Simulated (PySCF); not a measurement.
BH₃Si, triplet, SMILES `B[SiH]`.

PySCF calculation, TPSS/def2-SVPD, gas phase; geometry: GFN2-xTB. No frequency check shows the geometry to be a minimum. The stability of the open-shell solution wasn't checked. This spin state may not be the molecule's ground state. GFN2-xTB doesn't know the spin state, so this open-shell geometry is rough.

Coordinates in Å:

```
B1       1.2725    0.0609    0.0000
Si2     -0.5989   -0.0994    0.0000
H3       1.9631   -0.8912    0.0000
H4       1.7837    1.1235    0.0000
H5      -1.7251    0.8554    0.0000
```

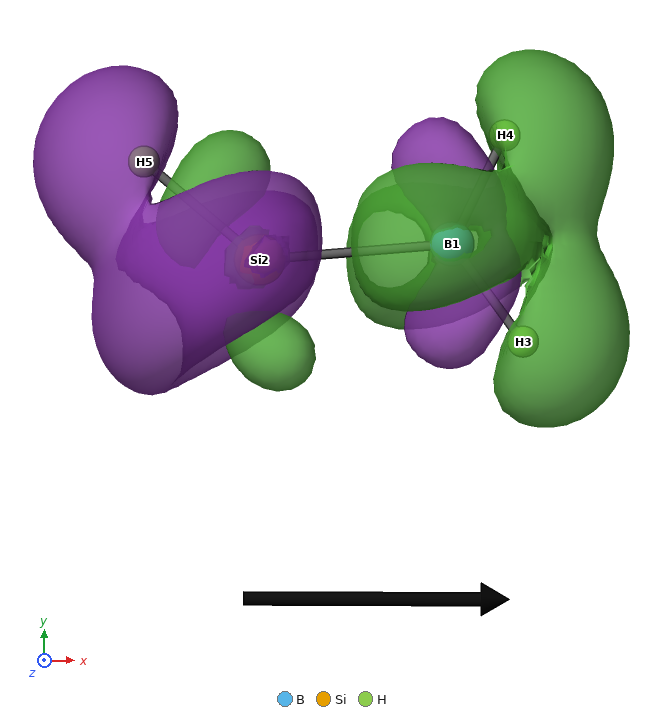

Change of the electron density in a uniform field of 0.41 V/Å along +x (arrow), surfaces at ±0.003 e/Å³ (purple: gain, green: loss).

The field was applied in both directions; the picture shows the one opposite to the script's first.

How large is the response?

The induced dipole is 1.40 D (along the field); α along this axis, from the fields in both directions, is 69 bohr³ (10.2 Å³).
